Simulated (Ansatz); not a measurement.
# Si3N4, pressure series

Base system: Si3N4 (space group Fd-3m, No. 227; a = 7.7437 Å).

Cell and atoms are relaxed at each pressure.

All numbers come from plane-wave PAW DFT at the PBEsol level (Ansatz, a first-principles code, 420 eV), spin-orbit coupling left out.

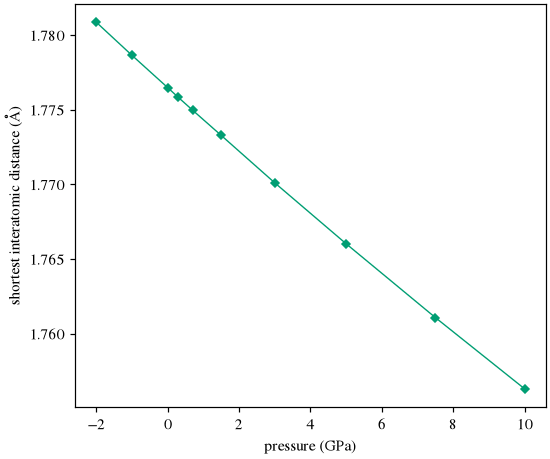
Figure: Shortest interatomic distance against pressure

From the plot, what is the shortest interatomic distance for pressure 1.5 GPa?

About 1.773 Å.

Is the trend monotonic over the range shown?

Yes, it falls throughout, spanning 1.756 Å to 1.781 Å.

Load acts through the strain it causes; cell and atoms are relaxed under it. Stability against distortions was not tested. No other phases were tried under pressure.
